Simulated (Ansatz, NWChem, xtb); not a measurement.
# SiH3I (SMILES [SiH3]I): the electronic atomisation energy, rung by rung

SiH3I has 5 atoms, charge 0, and is taken as a singlet. SMILES: `[SiH3]I`. The coordinates come from a PBE0-D4/def2-TZVP relaxation.

Quantity: the electronic atomisation energy, in eV. The values are calculated. Electronic energies at fixed atoms, without zero-point motion or spin-orbit coupling.

| level | kind | program | value (eV) | CPU time (all runs) |
| --- | --- | --- | --- | --- |
| GFN0-xTB | semi-empirical | xtb | 17.77 | under 2 s |
| SVWN5/def2-TZVP (core potential) | LDA | Ansatz | 14.72 | 9 s |
| PBE/def2-TZVP (core potential) | GGA | Ansatz | 13.11 | 14 s |
| r2SCAN/def2-TZVP (core potential) | meta-GGA | NWChem | 13.37 | 52 s |
| M06-2X/def2-TZVP (core potential) | hybrid meta-GGA | NWChem | 13.10 | 45 s |
| wB97X/def2-TZVP (core potential) | range-separated hybrid | Ansatz | 13.38 | 48 s |
| B2PLYP/def2-TZVP (core potential) | double hybrid | Ansatz | 13.13 | 25 s |
| MP2/def2-TZVP (core potential) | perturbation theory | NWChem | 12.83 | 2.5 min |
| CCSD/def2-TZVP (core potential) | coupled cluster or CI | NWChem | 12.77 | 5.1 min |

The values span 12.77 to 17.77 eV. The xTB rows lack spin polarisation, so open shells miss the exchange term that lowers them. In the correlated wave-function rows the outer d shell of I is correlated, in sets not made for it. Times are those of the runs behind each value, whatever else they computed, on shared processors of several kinds: orders of magnitude only.

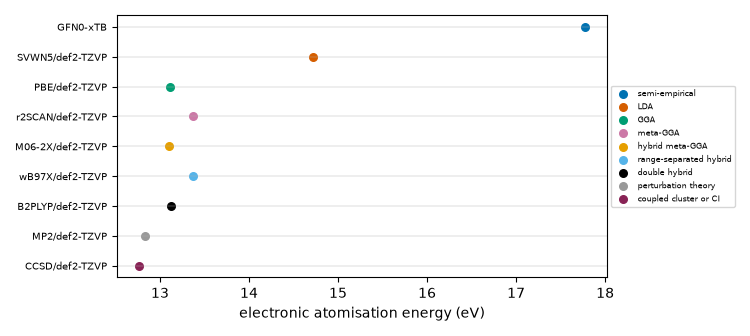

The values of the table, level by level.
